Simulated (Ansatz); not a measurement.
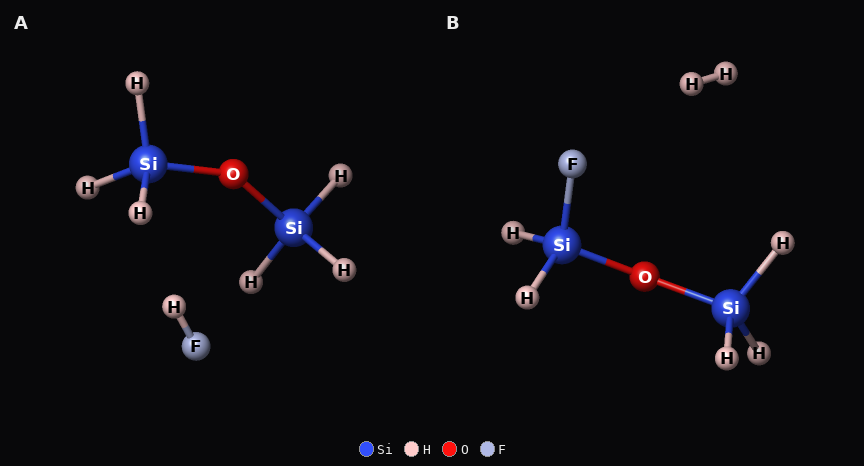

2 stationary structures of one formula. Geometries: PBE0-D4/def2-TZVP. Electronic energies: CCSD(T)/CBS (MP2 limit from def2-TZVPP and def2-QZVPP plus CCSD(T) − MP2) (Ansatz 0.2.0), without zero-point energy. No frequency run is at hand to confirm each as a minimum. Each is one conformer, not always the lowest.

> Which structure is the most stable?

B is lowest; A lies 128.2 kJ/mol above it (a minimum).
